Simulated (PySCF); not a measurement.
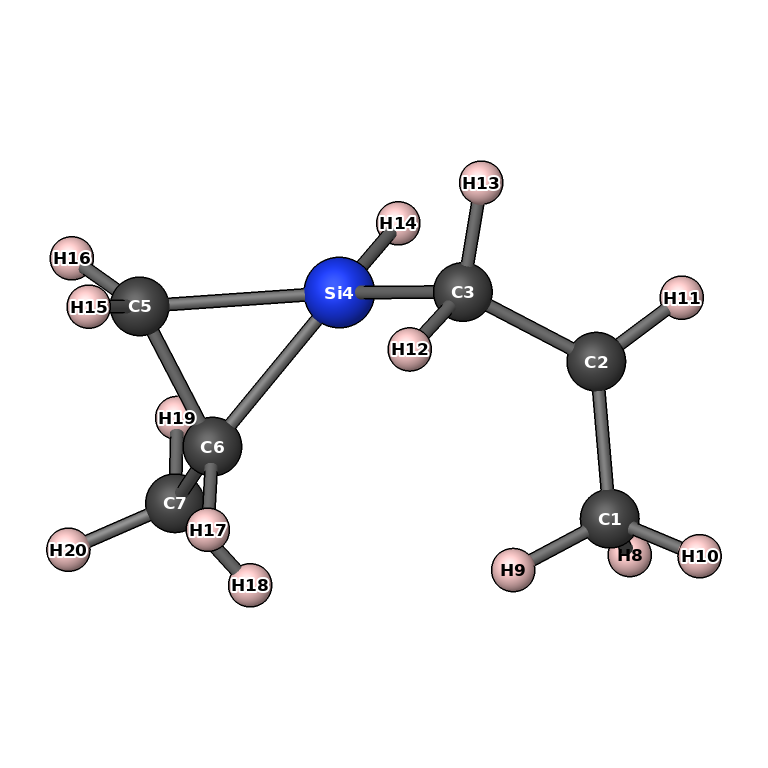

The questions are on Mulliken spin populations. The species is neutral and a spin doublet. Computed geometry: GFN2-xTB optimisation. No frequency run is at hand to confirm it as a minimum. Method: UKS B3LYP, pcH-1 on C H Si, non-relativistic (PySCF 2.14.0).

List the Mulliken spin populations.

| atom | value (e) |
| --- | --- |
| C1 | −0.08 |
| C2 | 0.97 |
| C3 | −0.07 |
| Si4 | 0.07 |
| C5 | 0.04 |
| C6 | 0.00 |
| C7 | 0.00 |
| H8 | 0.04 |
| H9 | 0.00 |
| H10 | 0.04 |
| H11 | −0.04 |
| H12 | 0.02 |
| H13 | 0.01 |
| H14 | 0.00 |
| H15 | 0.00 |
| H16 | 0.00 |
| H17 | 0.00 |
| H18 | 0.00 |
| H19 | 0.00 |
| H20 | 0.00 |

Mulliken values depend strongly on the basis set. The geometry is semi-empirical. Around Si such bond lengths and angles can be off by a tenth of an ångström or more and by several degrees, and values that hang on the shape move with them.
